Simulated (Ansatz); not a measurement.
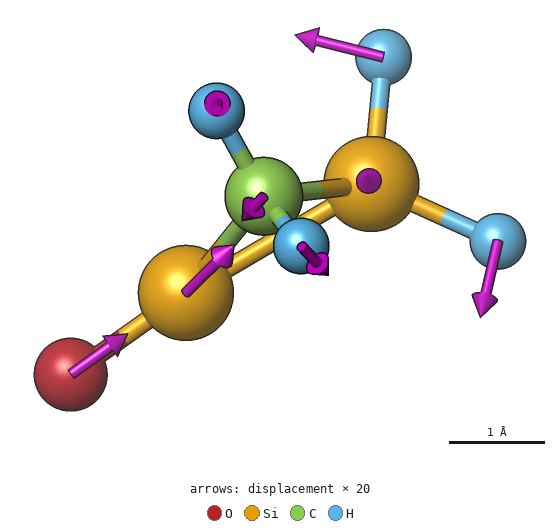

A relaxation of CH4OSi2. The starting structure is drawn; purple arrows show the displacements, 20 times their true length. The two geometries are superimposed by the best rigid fit.

A ball-and-stick model, seen from a free direction.

All numbers below come from RKS PBE0-D4/def2-TZVP in Ansatz 0.2.0.

Input file:
```yaml
crystal:
  periodic: [false, false, false]
  atoms:
    - {symbol: O, position_ang: [0.452700, -0.174510, 2.907450]}
    - {symbol: Si, position_ang: [0.132690, -0.189320, 1.427510]}
    - {symbol: C, position_ang: [0.565510, 0.728220, -0.198860]}
    - {symbol: Si, position_ang: [-0.717160, -0.705930, -0.623640]}
    - {symbol: H, position_ang: [1.575040, 0.645090, -0.591700]}
    - {symbol: H, position_ang: [0.238490, 1.757470, -0.317290]}
    - {symbol: H, position_ang: [-2.030540, -0.273080, -1.120780]}
    - {symbol: H, position_ang: [-0.216740, -1.787920, -1.482680]}
basis:
  gaussian: {orbitals: def2-TZVP}
hamiltonian: {xc: pbe0, dispersion: d4}
relax: {f_tol: 0.005, max_steps: 200}
```

Run as
```bash
ansatz run in.yaml --threads 2 --pin off --events-out ev --progress --plain --max-ram 4352MiB
```

Describe the change and its energy.

Answer. The energy falls by 1.40 kcal/mol in 5 geometry steps. Largest force component: 1.3 eV/Å at the start, 0.0026 eV/Å at the end. The largest move after the best rigid fit is that of H7, 0.049 Å. By element the largest moves are H 0.049 Å, Si 0.046 Å, O 0.038 Å, C 0.022 Å. Some distances before and after: Si2–C3 1.917 → 1.850 Å, Si2–Si4 2.280 → 2.244 Å, C3–Si4 1.970 → 1.951 Å, Si4–H7 1.470 → 1.483 Å. Bond angles that change, for instance: H7–Si4–H8 108.9° → 112.0°. The run took 39 s on 2 threads of Intel Xeon Platinum 8175M @ 2.50GHz, on a shared host.
